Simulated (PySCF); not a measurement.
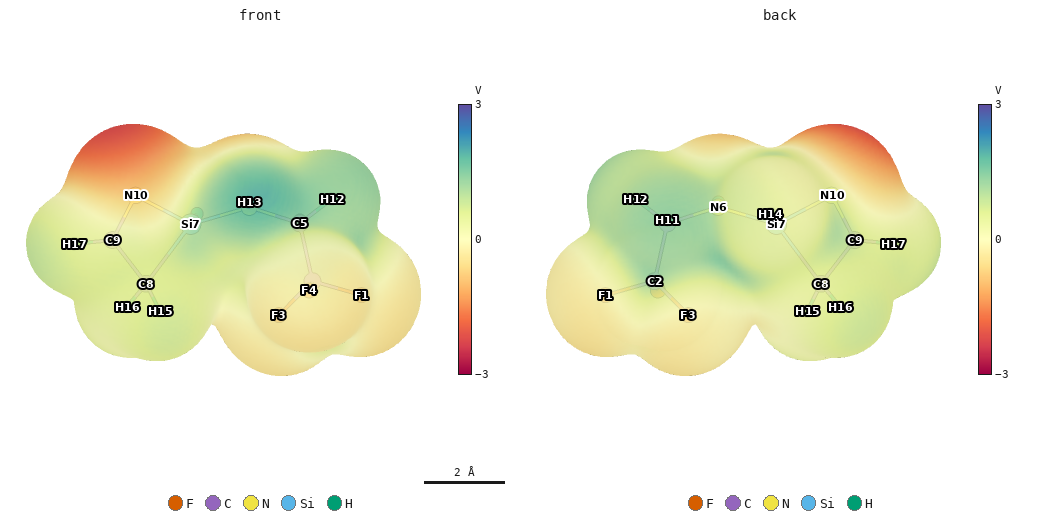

*C₄H₇F₃N₂Si. The electrostatic potential painted on the density surface at 0.002 e/bohr³, seen from the front and from behind; red is negative and blue positive.*

Geometry: GFN2-xTB.

The calculation used PySCF 2.14.0, PBE0/pcSseg-1, SCF density, gas phase, non-relativistic.

Input file:

```
{"job": {"kind": "nmr", "xc": "PBE0", "basis": "pcSseg-1"}, "charge": 0, "multiplicity": 1}
F      3.570101    -0.315815     0.776500
C      2.276154     0.034864     0.752123
F      1.605399    -0.915049     1.419263
F      2.165703     1.158386     1.476106
C      1.751629     0.218662    -0.673419
N      0.406733     0.693013    -0.698601
Si    -0.942542    -0.336108    -0.414413
C     -1.839419    -0.566526     1.281777
C     -2.875583     0.251831     0.584662
N     -2.470104     0.575775    -0.582134
H      1.801195    -0.756903    -1.160700
H      2.429996     0.911709    -1.181688
H      0.324249     1.663200    -0.434654
H     -0.752432    -1.534003    -1.216078
H     -1.432651    -0.071027     2.161430
H     -2.184683    -1.553859     1.578715
H     -3.840744     0.553880     0.970662
```

Launched as:

```sh
OMP_NUM_THREADS=1 python probes_run.py task.json out
```

Q: Which sites attract a positive test charge, and which a negative one?

A: A positive charge is drawn to the negative regions and a negative charge to the positive ones. The most negative region (about −2.1 V) lies over N10, the most positive (about +1.9 V) over H13. N10 is the likeliest acceptor of a hydrogen bond.
